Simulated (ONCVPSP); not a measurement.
**Pseudopotential generation, with input and output: Zn**

- system: zinc (Zn, Z = 30), core [Ne], reference valence 3s2 3p6 3d10 4s1.5 (an ion of charge +0.5), valence charge 20.
- method: ONCV potential, PBE, scalar-relativistic, made with ONCVPSP 4.0.1

## Input
```
# ATOM AND REFERENCE CONFIGURATION
# atsym  z   nc   nv     iexc    psfile
  Zn 30.00    3    4        4      upf
#
#   n    l    f
    1    0    2.00
    2    0    2.00
    2    1    6.00
    3    0    2.00
    3    1    6.00
    3    2   10.00
    4    0    1.50
#
# PSEUDOPOTENTIAL AND OPTIMIZATION
# lmax
    2
#
#   l,   rc,      ep,       ncon, nbas, qcut
    0    0.90    0.00    3    8   13.80
    1    0.90    0.00    4    7   19.00
    2    1.10    0.00    4    9   16.20
#
# LOCAL POTENTIAL
# lloc, lpopt,  rc(5),   dvloc0
    4    5    0.65    0.00
#
# VANDERBILT-KLEINMAN-BYLANDER PROJECTORs
# l, nproj, debl
    0    2    3.20
    1    2    0.70
    2    2    0.90
#
# MODEL CORE CHARGE
# icmod, fcfact, rcfact
    1    0.30    0.00
#
# LOG DERIVATIVE ANALYSIS
# epsh1, epsh2, depsh
   -6.00    5.00    0.04
#
# OUTPUT GRID
# rlmax, drl
    6.00    0.01
#
# TEST CONFIGURATIONS
# ncnf
    4
# nvcnf
#   n    l    f
    4
    3    0    2.00
    3    1    6.00
    3    2   10.00
    4    0    2.00
#
    4
    3    0    2.00
    3    1    6.00
    3    2   10.00
    4    0    1.00
#
    4
    3    0    2.00
    3    1    6.00
    3    2   10.00
    4    0    0.00
#
    4
    3    0    2.00
    3    1    6.00
    3    2    9.00
    4    0    2.00
#
```

Hardware: 1 CPU thread, shared host.

Command:
```bash
oncvpsp.x < Zn.dat > Zn.out
```

## The program's output (extracts)
```
ONCVPSP  (Optimized Norm-Conservinng Vanderbilt PSeudopotential)
scalar-relativistic version 4.0.1

#   n    l    f        energy (Ha)
    1    0    2.00    -3.5023462E+02
    2    0    2.00    -4.2734871E+01
    2    1    6.00    -3.7064580E+01
    3    0    2.00    -4.9188384E+00
    3    1    6.00    -3.2348861E+00
    3    2   10.00    -5.4168224E-01
    4    0    1.50    -3.6163465E-01

Reference configufation results
  iterations    28
  all-electron total energy (Ha)   -1.79587392D+03

Begin loop to  construct optimized pseudo wave functions
and semi-local pseudopoentials for all angular momenta

Calculating optimized projector #   1

 for l=   0

    Fraction of norm inside rc  0.821596
    Optimizing pswf for qcut=  13.79 a_B^-1,  ecut=  95.04 Ha
    Residual kinetic energy error=  1.88D-06 Ha

    Energy error per electron        Cutoff
         Ha          eV             Ha
         0.01000     0.27211       54.42
         0.00100     0.02721       68.37
         0.00010     0.00272       79.29
         0.00001     0.00027       87.92

Calculating optimized projector #   2

 for l=   0

    Fraction of norm inside rc  0.028473
    Optimizing pswf for qcut=  13.79 a_B^-1,  ecut=  95.04 Ha
    Residual kinetic energy error=  3.52D-07 Ha

    Energy error per electron        Cutoff
         Ha          eV             Ha
         0.01000     0.27211       37.55
         0.00100     0.02721       56.71
         0.00010     0.00272       71.06
         0.00001     0.00027       82.09

WARNING wellstate: negative energy specified for n= 4 l=  1
WARNING scattering state with energy  0.25000000
WARNING will be used for the first projector

   Wellstate for l =  1  n =  4
     eigenvalue =   0.2500
     asymptotic potential =   0.7500
     half-point radius =  2.3756

Calculating optimized projector #   1

 for l=   1

    Fraction of norm inside rc  0.774097
    Optimizing pswf for qcut=  18.99 a_B^-1,  ecut= 180.24 Ha
    Residual kinetic energy error=  6.78D-08 Ha

    Energy error per electron        Cutoff
         Ha          eV             Ha
         0.01000     0.27211       39.09
         0.00100     0.02721       92.96
         0.00010     0.00272      119.83
         0.00001     0.00027      141.01

Calculating optimized projector #   2

 for l=   1

    Fraction of norm inside rc  0.043342
    Optimizing pswf for qcut=  18.99 a_B^-1,  ecut= 180.24 Ha
    Residual kinetic energy error=  4.36D-09 Ha

    Energy error per electron        Cutoff
         Ha          eV             Ha
         0.01000     0.27211       29.04
         0.00100     0.02721       43.02
         0.00010     0.00272       98.07
         0.00001     0.00027      123.77

   Wellstate for l =  2  n =  4
     eigenvalue =   0.3583
     asymptotic potential =   0.8583
     half-point radius =  4.5080

Calculating optimized projector #   1

 for l=   2

    Fraction of norm inside rc  0.735213
    Optimizing pswf for qcut=  16.21 a_B^-1,  ecut= 131.41 Ha
    Residual kinetic energy error=  2.20D-07 Ha

    Energy error per electron        Cutoff
         Ha          eV             Ha
         0.01000     0.27211       78.21
         0.00100     0.02721       93.56
         0.00010     0.00272      105.57
         0.00001     0.00027      115.26

Calculating optimized projector #   2

 for l=   2

    Fraction of norm inside rc  0.050862
    Optimizing pswf for qcut=  16.21 a_B^-1,  ecut= 131.41 Ha
    Residual kinetic energy error=  1.60D-08 Ha

    Energy error per electron        Cutoff
         Ha          eV             Ha
         0.01000     0.27211       61.87
         0.00100     0.02721       80.51
         0.00010     0.00272       96.03
         0.00001     0.00027      108.17

Construct Vanderbilt / Kleinmman-Bylander projectors

B matrix Hermiticity error, ll=   0
   1   2    6.2802E-04

  Orthonormal projector coefficients  3.1829E+01  3.9270E+00

B matrix Hermiticity error, ll=   1
   1   2    5.2829E-04

  Orthonormal projector coefficients  1.4960E+01  1.9941E+00

B matrix Hermiticity error, ll=   2
   1   2    9.0605E-05

  Orthonormal projector coefficients -8.7831E+00 -3.4353E+00

Model core correction analysis
  based on d2Exc/dn_idn_j

d2excae - all-electron derivatives

   -4.372891D-02   -4.033081D-02   -2.884441D-02   -1.374645D-03
   -4.042417D-02   -3.853864D-02   -2.784268D-02   -1.226488D-03
   -2.922126D-02   -2.816555D-02   -2.352043D-02   -8.645298D-04
   -1.625007D-03   -1.512774D-03   -1.154311D-03   -8.146540D-05

d2excps - pseudofunction derivatives with no core correction

   -4.348146D-02   -4.114570D-02   -3.206286D-02   -1.452488D-03
   -4.123883D-02   -3.913313D-02   -3.081842D-02   -1.330691D-03
   -3.243944D-02   -3.114112D-02   -2.501086D-02   -9.929826D-04
   -1.702740D-03   -1.616906D-03   -1.282727D-03   -8.881086D-05

rms 2nd derivative error    1.628933E-03

Polynomial model core charge

d2excps - pseudofunction derivatives with core correction

   -4.081117D-02   -3.897162D-02   -3.111627D-02   -1.253584D-03
   -3.906484D-02   -3.744869D-02   -3.004593D-02   -1.168661D-03
   -3.149278D-02   -3.036858D-02   -2.463049D-02   -9.192741D-04
   -1.503842D-03   -1.454857D-03   -1.209005D-03   -7.459896D-05

rms 2nd derivative error    1.472655E-03

Pseudoatom total energy -224.599820

Diagnostic tests using Vanderbilt-Kleinman-Bylander pseudopotentials
  1 or more projectors used as specified by nproj input data

   l    rcore       rmatch      e in        delta e   norm test  slope test

   0   0.9023388   0.9297357  -4.9188384   0.0000005   1.0002561   1.0002833
   0   0.9023388   0.9297357  -0.3616347   0.0000151   1.0001269   1.0001082

   1   0.9023388   0.9297357  -3.2348861  -0.0000237   1.0002270   1.0002766
   1   0.9023388   0.9297357   0.2500000   0.0000763   1.0005226   1.0005226

   2   1.1058621   1.1394384  -0.5416822  -0.0000094   1.0001617   1.0001729
   2   1.1058621   1.1394384   0.3583178  -0.0000095   1.0003023   1.0003023

 Testing for bound ghosts
   n   l    E NL Schr. Eq   E Basis Diag.   E Cutoff

   1   0       -4.918838       -4.918744    322.85
   2   0       -0.361620        0.194064    322.85

   2   1       -3.234910       -3.234237    273.44

   3   2       -0.541692       -0.534808    362.44

 Testing for highly-localized positive-energy ghosts
       l    <radius>/rc     E Basis Diag.   E Cutoff

       0        0.957981       28.508953    322.85  WARNING - GHOST(+)

Test configuration 0

   n   l     f        eae           eps        diff
   1   0  2.0000 -350.23462432
   2   0  2.0000  -42.73487074
   2   1  6.0000  -37.06457964
   3   0  2.0000   -4.91883836   -4.91883781    5.44D-07
   3   1  6.0000   -3.23488610   -3.23490978   -2.37D-05
   3   2 10.0000   -0.54168224   -0.54169169   -9.45D-06
   4   0  1.5000   -0.36163465   -0.36161957    1.51D-05

    Total energies and differences
      AE_ref= -1.79587392D+03  AE_tst= -1.79587392D+03  dif=  0.00D+00
      PS_ref= -2.24599820D+02  PS_tst= -2.24599820D+02  dif= -6.82D-12
      PSP excitation error=  6.82D-12

Test configuration 1

   n   l     f        eae           eps        diff
   1   0  2.0000 -350.06445616
   2   0  2.0000  -42.56792348
   2   1  6.0000  -36.89736575
   3   0  2.0000   -4.74920109   -4.74929993   -9.88D-05
   3   1  6.0000   -3.06498485   -3.06511955   -1.35D-04
   3   2 10.0000   -0.37265387   -0.37260832    4.56D-05
   4   0  2.0000   -0.21971926   -0.21972273   -3.47D-06

    Total energies and differences
      AE_ref= -1.79587392D+03  AE_tst= -1.79601874D+03  dif= -1.45D-01
      PS_ref= -2.24599820D+02  PS_tst= -2.24744653D+02  dif= -1.45D-01
      PSP excitation error=  1.20D-05

Test configuration 2

   n   l     f        eae           eps        diff
   1   0  2.0000 -350.42135238
   2   0  2.0000  -42.91734076
   2   1  6.0000  -37.24740084
   3   0  2.0000   -5.10449800   -5.10437700    1.21D-04
   3   1  6.0000   -3.42081080   -3.42069603    1.15D-04
   3   2 10.0000   -0.72618666   -0.72626507   -7.84D-05
   4   0  1.0000   -0.51441851   -0.51437004    4.85D-05

    Total energies and differences
      AE_ref= -1.79587392D+03  AE_tst= -1.79565534D+03  dif=  2.19D-01
      PS_ref= -2.24599820D+02  PS_tst= -2.24381232D+02  dif=  2.19D-01
      PSP excitation error= -7.74D-06

Test configuration 3

   n   l     f        eae           eps        diff
   1   0  2.0000 -350.83756540
   2   0  2.0000  -43.32207430
   2   1  6.0000  -37.65307431
   3   0  2.0000   -5.51656336   -5.51616864    3.95D-04
   3   1  6.0000   -3.83325218   -3.83280680    4.45D-04
   3   2 10.0000   -1.13393886   -1.13420954   -2.71D-04

    Total energies and differences
      AE_ref= -1.79587392D+03  AE_tst= -1.79497759D+03  dif=  8.96D-01
      PS_ref= -2.24599820D+02  PS_tst= -2.23703510D+02  dif=  8.96D-01
      PSP excitation error=  2.21D-05

Test configuration 4

   n   l     f        eae           eps        diff
   1   0  2.0000 -350.70343640
   2   0  2.0000  -43.23045510
   2   1  6.0000  -37.55765141
   3   0  2.0000   -5.37883190   -5.37950185   -6.70D-04
   3   1  6.0000   -3.68830314   -3.68905461   -7.51D-04
   3   2  9.0000   -0.96703055   -0.96599207    1.04D-03
   4   0  2.0000   -0.58404311   -0.58419043   -1.47D-04

    Total energies and differences
      AE_ref= -1.79587392D+03  AE_tst= -1.79536090D+03  dif=  5.13D-01
      PS_ref= -2.24599820D+02  PS_tst= -2.24087158D+02  dif=  5.13D-01
      PSP excitation error=  3.66D-04
```

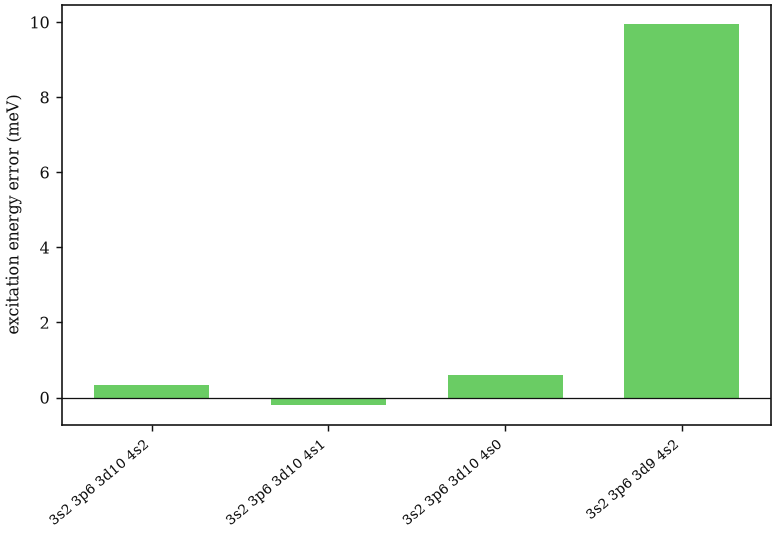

Figure 1. Errors, all-electron minus pseudo, of the energies of valence configurations relative to the unpolarised reference 3s2 3p6 3d10 4s1.5.

- Worst configuration: 3s2 3p6 3d9 4s2 (charge +1): the error is +10.0 meV on an all-electron energy of +13.96 eV relative to the reference, or 0.071 %.
- Errors in meV: 3s2 3p6 3d10 4s2: +0.3; 3s2 3p6 3d10 4s1: -0.2; 3s2 3p6 3d10 4s0: +0.6; 3s2 3p6 3d9 4s2: +10.0.

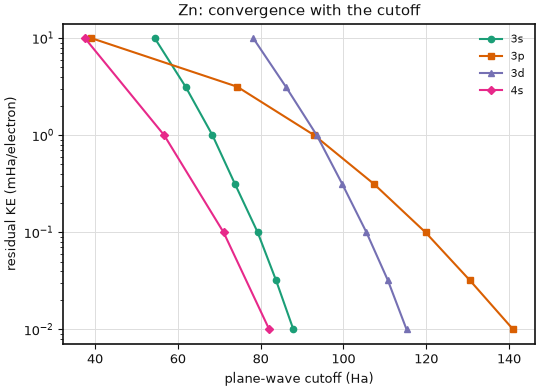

Figure 2. Residual kinetic energy of the pseudo-waves (the first of each channel, and further valence shells) beyond the plane-wave cutoff, as the generator prints it.

- Cutoffs for 1 mHa per electron: 3d: 94 Ha; 3p: 93 Ha; 3s: 68 Ha; 4s: 57 Ha.
- Cutoffs for the occupied states: 94 Ha for 1 mHa and 120 Ha for 0.1 mHa per electron. The first is set by 3d.

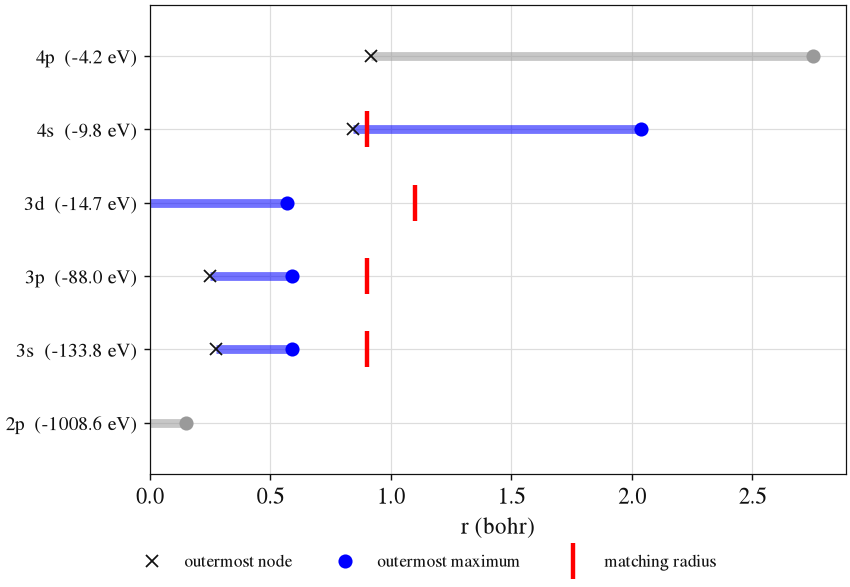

Figure 3. Outer shells of the all-electron reference atom: each bar runs from the outermost node (or the nucleus) to the outermost maximum of u(r); the tick is the radius chosen for the pseudo-wave. Shells without a tick have no pseudo-wave of their own. Levels, nodes and maxima are from ld1.x, scalar-relativistic.

- Radii against the shells: 3s: 0.90 bohr, outside the maximum; 3p: 0.90 bohr, outside the maximum; 3d: 1.10 bohr, outside the maximum; 4s: 0.90 bohr, between node and maximum.

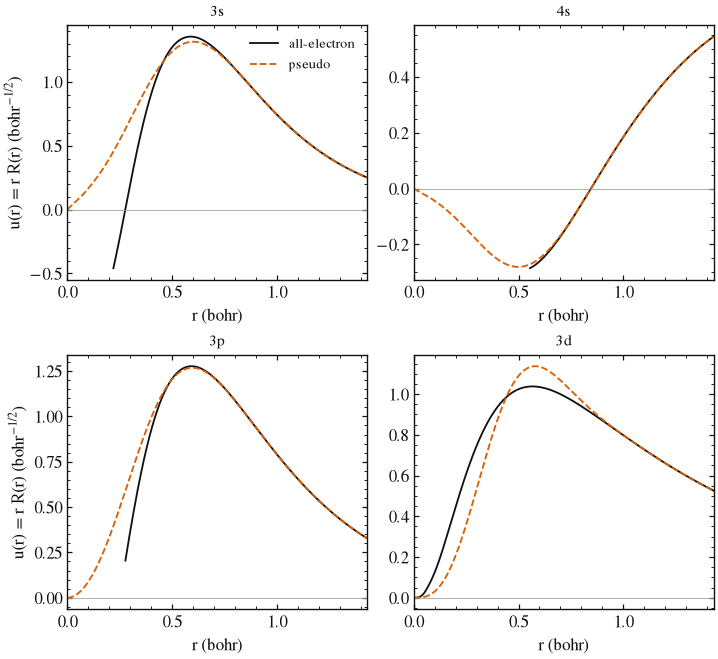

Figure 4. Pseudo-waves (dashed) against the all-electron radial functions (solid). The innermost oscillations of some all-electron curves aren't drawn. Reference configuration 3s2 3p6 3d10 4s1.5.

- Matching radii: 3s at 0.90 bohr; 4s at 0.90 bohr; 3p at 0.90 bohr; 3d at 1.10 bohr. The curves merge smoothly, so the plot gives these only roughly.
- Nodes of the pseudo-waves: 3s has no node; 4s has a node at about 0.8 bohr; 3p has no node; 3d has no node. A node in 4s is expected, since a lower shell of the same l is also in the valence and the two must stay orthogonal.
- Cutoffs needed: 94 Ha (loose) and 120 Ha (tight), as the cutoffs at which the residual kinetic energy of the hardest occupied pseudo-wave falls to 1 and 0.1 mHa per electron.

## Summary

- outcome: generated
- cutoffs needed: 94 Ha and 120 Ha (the cutoffs at which the residual kinetic energy of the hardest occupied pseudo-wave falls to 1 and 0.1 mHa per electron)
- ghost test: no bound ghost flagged; no localised positive-energy state flagged (flags above 300 eV left out)
- largest excitation error: +10.0 meV (all-electron minus pseudo) for 3s2 3p6 3d9 4s2, out of 4 test configurations
- rms error of d²Exc/dni dnj: 1.63 mHa without and 1.47 mHa with the model core
- range over which the phases arctan(r R′/R) at the test radius agree within 0.05 rad (a looser test near the poles than one of phase shifts): s: over the whole range computed; p: over the whole range computed; d: over the whole range computed; f: not judged, local potential alone
- wall time: 3.9 s

## Remarks

Warnings of the program, in the generation or the tests: wellstate: negative energy specified for n= 4 l= 1.
